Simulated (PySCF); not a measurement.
# AlSiNH6O (SMILES O[SiH2][NH][AlH2]): levels of theory compared

We compute a comparison of 6 runs (HF/def2-SVP, B3LYP/6-31G*, wB97X/6-31+G*, B3LYP/6-31G**, MP2/def2-TZVP, CCSD(T)/6-311G**) of AlSiNH6O. The job is set up through a Python script.

The calculation is run with PySCF 2.14.0.

## (1) The system as given

AlSiNH6O has 10 atoms, charge 0, and is taken as a singlet. SMILES: `O[SiH2][NH][AlH2]`. Geometry: relaxed at PBE0-D4/def2-TZVP. This is one conformer, not always the lowest.

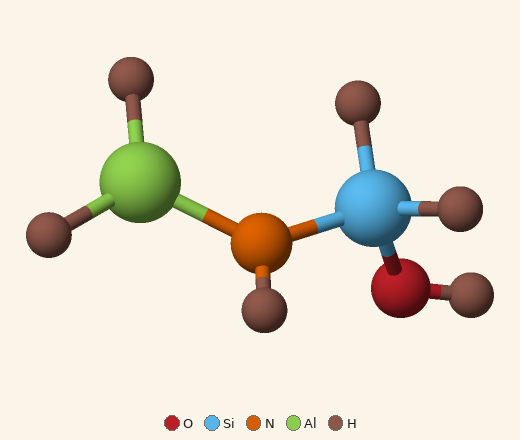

The structure, seen from a chosen angle (oxygen red, silicon blue, nitrogen orange, aluminium green, hydrogen brown).

## (2) Energy and gradient at HF/def2-SVP (run 1)

job.py

```python
import pyscf.grad
from pyscf import gto

mol = gto.M(
    atom='''
O     -3.434388    -1.311092    -1.996496
Si    -1.089616     0.706569    -1.609291
N      1.310147    -0.722442     0.018141
Al     2.330599    -0.179146     3.186645
H     -4.534965    -1.035381    -3.407365
H     -1.890104     2.917359    -0.074644
H     -0.269853     1.570929    -4.163445
H      2.190948    -2.131233    -0.931635
H      0.960737     1.947552     4.771936
H      4.583342    -1.859868     4.211633
''',
    max_memory=1860,
    basis='def2-svp',
    verbose=4,
    unit='bohr',
)

hf = mol.RHF()
hf.conv_tol = 1e-10
hf.kernel()
if not hf.converged:
    hf = hf.newton().run(hf.mo_coeff, hf.mo_occ)

etot = hf.e_tot
print('Final energy', etot)
grad = hf.Gradients().kernel()
dip = hf.dip_moment()
pop, q = hf.mulliken_pop()
```

Started as:

```
OMP_NUM_THREADS=1 python job.py
```

The log of the run:

```text
PySCF version 2.14.0

[... 64 lines left out ...]
converged SCF energy = -663.483873047238
Final energy -663.4838730472385
[... 11 lines left out ...]
Dipole moment(X, Y, Z, Debye):  0.12921, -0.02549, -1.43889
[... 66 lines left out ...]
pop of  4 H 2s            0.04838
pop of  4 H 2px           0.02582
pop of  4 H 2py           0.01723
pop of  4 H 2pz           0.03072
pop of  5 H 1s            0.75927
pop of  5 H 2s            0.42458
pop of  5 H 2px           0.00101
pop of  5 H 2py           0.00633
pop of  5 H 2pz           0.00338
pop of  6 H 1s            0.75911
pop of  6 H 2s            0.43425
pop of  6 H 2px           0.00115
pop of  6 H 2py           0.00131
pop of  6 H 2pz           0.00799
pop of  7 H 1s            0.69674
pop of  7 H 2s            0.07549
pop of  7 H 2px           0.01444
pop of  7 H 2py           0.01993
pop of  7 H 2pz           0.01405
pop of  8 H 1s            0.71669
pop of  8 H 2s            0.52437
pop of  8 H 2px           0.00150
pop of  8 H 2py           0.00331
pop of  8 H 2pz           0.00187
pop of  9 H 1s            0.71663
pop of  9 H 2s            0.53222
pop of  9 H 2px           0.00359
pop of  9 H 2py           0.00207
pop of  9 H 2pz           0.00090
 ** Mulliken atomic charges  **
charge of    0O =     -0.55646
charge of    1Si =      1.01461
charge of    2N =     -0.82895
charge of    3Al =      0.88084
charge of    4H =      0.21213
charge of    5H =     -0.19456
charge of    6H =     -0.20381
charge of    7H =      0.17936
charge of    8H =     -0.24774
charge of    9H =     -0.25542
```

Run time: 16 s. Hardware: 1 thread of Intel Xeon at 2.50GHz (Skylake/Cascade Lake), shared host; peak memory 0.19 GiB.

## (3) Energy and gradient at B3LYP/6-31G(d) (spherical functions) (run 2)

start.xyz

```xyz
10

O     -1.817400    -0.693800    -1.056500
Si    -0.576600     0.373900    -0.851600
N      0.693300    -0.382300     0.009600
Al     1.233300    -0.094800     1.686300
H     -2.399800    -0.547900    -1.803100
H     -1.000200     1.543800    -0.039500
H     -0.142800     0.831300    -2.203200
H      1.159400    -1.127800    -0.493000
H      0.508400     1.030600     2.525200
H      2.425400    -0.984200     2.228700
```

input.py

```python
import pyscf.grad
from pyscf import gto, dft

mol = gto.M(
    atom='start.xyz',
    max_memory=1860,
    spin=0,
    verbose=4,
    basis='6-31g*',
)

ks = dft.RKS(mol)
ks.xc = 'b3lyp'
ks.conv_tol = 1e-10
ks.grids.level = 5
ks.kernel()
if not ks.converged:
    ks = ks.newton().run(ks.mo_coeff, ks.mo_occ)

energy = ks.e_tot
print('E(%s) = %.9f' % ('B3LYP', energy))
grad = ks.Gradients().kernel()
dip = ks.dip_moment()
pop, q = ks.mulliken_pop()
```

Started as:

```
OMP_NUM_THREADS=1 python input.py
```

The log of the run:

```text
PySCF version 2.14.0

[... 78 lines left out ...]
converged SCF energy = -665.587309669516
[... 13 lines left out ...]
Dipole moment(X, Y, Z, Debye): -0.00040, -0.16357, -1.55606
[... 48 lines left out ...]
pop of  3 Al 2s           1.99693
pop of  3 Al 3s           0.81439
pop of  3 Al 4s           0.19835
pop of  3 Al 2px          1.98752
pop of  3 Al 2py          1.98746
pop of  3 Al 2pz          1.98876
pop of  3 Al 3px          0.37927
pop of  3 Al 3py          0.38207
pop of  3 Al 3pz          0.41315
pop of  3 Al 4px          0.11007
pop of  3 Al 4py          0.10684
pop of  3 Al 4pz          0.02750
pop of  3 Al 3dxy         0.02782
pop of  3 Al 3dyz         0.04354
pop of  3 Al 3dz^2        0.05016
pop of  3 Al 3dxz         0.04342
pop of  3 Al 3dx2-y2      0.00792
pop of  4 H 1s            0.47325
pop of  4 H 2s            0.10469
pop of  5 H 1s            0.51793
pop of  5 H 2s            0.59970
pop of  6 H 1s            0.51782
pop of  6 H 2s            0.60328
pop of  7 H 1s            0.49950
pop of  7 H 2s            0.15665
pop of  8 H 1s            0.49309
pop of  8 H 2s            0.59876
pop of  9 H 1s            0.49304
pop of  9 H 2s            0.60964
 ** Mulliken atomic charges  **
charge of    0O =     -0.70885
charge of    1Si =      0.76238
charge of    2N =     -0.82131
charge of    3Al =      0.43513
charge of    4H =      0.42206
charge of    5H =     -0.11763
charge of    6H =     -0.12109
charge of    7H =      0.34385
charge of    8H =     -0.09185
charge of    9H =     -0.10268
```

Run time: 56 s. Hardware: 1 thread of Intel Xeon at 2.50GHz (Skylake/Cascade Lake), shared host; peak memory 0.75 GiB.

Runs 3 to 5 aren't shown in full; the table further down has their settings and results.

## (4) The energy at CCSD(T)/6-311G(d,p) (run 6)

run.py

```python
# O[SiH2][NH][AlH2]
from pyscf import gto, cc

molecule = gto.M(
    atom=[
    ('O', (-1.817400, -0.693800, -1.056500)),
    ('Si', (-0.576600, 0.373900, -0.851600)),
    ('N', (0.693300, -0.382300, 0.009600)),
    ('Al', (1.233300, -0.094800, 1.686300)),
    ('H', (-2.399800, -0.547900, -1.803100)),
    ('H', (-1.000200, 1.543800, -0.039500)),
    ('H', (-0.142800, 0.831300, -2.203200)),
    ('H', (1.159400, -1.127800, -0.493000)),
    ('H', (0.508400, 1.030600, 2.525200)),
    ('H', (2.425400, -0.984200, 2.228700)),
],
    basis='6-311g**',
    max_memory=1860,
    verbose=3,
)

calc0 = molecule.RHF()
calc0.conv_tol = 1e-10
calc0.kernel()
if not calc0.converged:
    calc0 = calc0.newton().run(calc0.mo_coeff, calc0.mo_occ)

mycc = cc.CCSD(calc0, frozen=12)
mycc.kernel()
e_t = mycc.ccsd_t()
e_tot = mycc.e_tot + e_t
print('E = %.10f Eh' % e_tot)
dip = calc0.dip_moment()
pop, q = calc0.mulliken_pop()
```

Started as:

```
OMP_NUM_THREADS=1 python run.py
```

The log of the run:

```text
converged SCF energy = -663.803956905476
[... 3 lines left out ...]
Dipole moment(X, Y, Z, Debye):  0.17353,  0.11676, -1.39725
[... 96 lines left out ...]
pop of  5 H 2s            0.64524
pop of  5 H 3s            0.33754
pop of  5 H 2px           0.00112
pop of  5 H 2py           0.00742
pop of  5 H 2pz           0.00383
pop of  6 H 1s            0.24475
pop of  6 H 2s            0.64411
pop of  6 H 3s            0.35364
pop of  6 H 2px           0.00136
pop of  6 H 2py           0.00131
pop of  6 H 2pz           0.00940
pop of  7 H 1s            0.26005
pop of  7 H 2s            0.39054
pop of  7 H 3s            0.03706
pop of  7 H 2px           0.01393
pop of  7 H 2py           0.01829
pop of  7 H 2pz           0.01369
pop of  8 H 1s            0.22868
pop of  8 H 2s            0.61254
pop of  8 H 3s            0.41551
pop of  8 H 2px           0.00155
pop of  8 H 2py           0.00343
pop of  8 H 2pz           0.00197
pop of  9 H 1s            0.22845
pop of  9 H 2s            0.61498
pop of  9 H 3s            0.42096
pop of  9 H 2px           0.00375
pop of  9 H 2py           0.00216
pop of  9 H 2pz           0.00094
 ** Mulliken atomic charges  **
charge of    0O =     -0.71388
charge of    1Si =      1.28903
charge of    2N =     -1.07152
charge of    3Al =      0.96673
charge of    4H =      0.29280
charge of    5H =     -0.24010
charge of    6H =     -0.25456
charge of    7H =      0.26643
charge of    8H =     -0.26368
charge of    9H =     -0.27123
```

Run time: 2.6 min. Hardware: 1 thread of Intel Xeon at 2.50GHz (Skylake/Cascade Lake), shared host; peak memory 1.8 GiB.

## (5) Overview of the runs

```
run                                level  integration grid  frozen core orbitals  energy (Eh)  dipole moment (D) of the reference  HOMO energy (eV)  LUMO energy (eV)  wall time
  1                          HF/def2-SVP                 –                     –  -663.483873                                1.44            -11.23              2.01       16 s
  2   B3LYP/6-31G* (spherical functions)                 5                     –  -665.587310                                1.56             -7.53             -0.96       56 s
  3  wB97X/6-31+G* (spherical functions)                 5                     –  -665.512468                                1.39            -10.38              0.86    2.2 min
  4  B3LYP/6-31G** (spherical functions)                 5                     –  -665.601117                                1.54             -7.52             -0.97       67 s
  5                        MP2/def2-TZVP                 –                    12  -664.482181                                1.37            -11.25              1.73    3.9 min
  6                     CCSD(T)/6-311G**                 –                    12  -664.411129                                1.41            -11.19              1.49    2.6 min
```

## (6) Results

```
                                           quantity          value
                                run 6: total energy  -664.41113 Eh
        run 6: dipole moment (Hartree–Fock density)         1.41 D
         run 6: HOMO energy (Hartree–Fock orbitals)      -11.19 eV
         run 6: LUMO energy (Hartree–Fock orbitals)        1.49 eV
       run 6: HOMO–LUMO gap (Hartree–Fock orbitals)       12.68 eV
run 6: correlation energy (12 core orbitals frozen)     -607.2 mEh
                              run 6: (T) correction     -16.36 mEh
                               run 6: T1 diagnostic          0.012
```

In words: Over runs 1, 2, 3, 4 the dipole moment (its size) runs from 1.39 D (wB97X/6-31+G*) to 1.56 D (B3LYP/6-31G*). The two ends differ in method and basis. Over runs 1, 2, 3, 4 the HOMO–LUMO gap runs from 6.56 eV (B3LYP/6-31G**) to 13.23 eV (HF/def2-SVP). Totals of different functionals can't be ranked against each other. All runs together took 11 min, the longest 3.9 min.
